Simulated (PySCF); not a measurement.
# C3H10AlAs: the cost of one run

The runs use PySCF 2.14.0, with density-fitted response routines of our own; the level of theory stands in each step. All values are computed, except where a source is named. Atoms are numbered from 0 throughout.

## 1. Starting geometry

15 atoms, charge 0, multiplicity 1; geometry from: GFN2-xTB. The atoms were then displaced at random by about 0.01 Å, so the start is not that level's minimum.

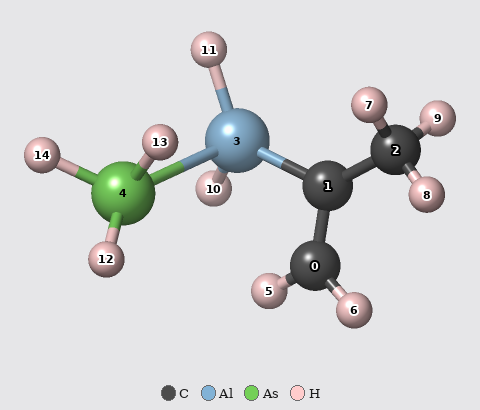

The starting geometry (carbon dark grey, aluminium light blue, arsenic green, hydrogen pink), atoms numbered.

## 2. Geometry optimisation at PBE0-D3(BJ)/def2-SVP

The job: settings as JSON, then the geometry in Å.

```
{"job": {"xc": "PBE0", "basis": "def2-SVP", "d3": "d3bj", "grid": 1, "shake": 0.01, "kind": "geom"}, "charge": 0, "multiplicity": 1}
C     -0.614960     0.605830    -1.346920
C     -1.007430     0.254130    -0.120630
C     -1.820810     1.182560     0.747660
Al    -0.199100    -1.572880     0.116250
As     2.262140    -0.716660    -0.033720
H     -0.085410    -0.069910    -1.978920
H     -0.879590     1.574320    -1.816130
H     -1.288380     1.314180     1.713900
H     -1.935810     2.170110     0.315400
H     -2.784660     0.749960     0.962480
H     -0.190770    -2.508870    -1.123940
H      0.012180    -2.228420     1.534470
H      3.075210     0.390440    -0.630470
H      1.976900     0.137880     1.178720
H      3.465160    -1.300070     0.647250
```

Command:

```console
> OMP_NUM_THREADS=1 python probes_run.py task.json out
```

One launch serves the whole session: the jobs run in the order shown.

Q: Estimate the wall time and peak memory of this first job on 1 thread of Intel Xeon Platinum 8488C, shared host.

About 2.4 min, with a peak of 0.56 GiB.
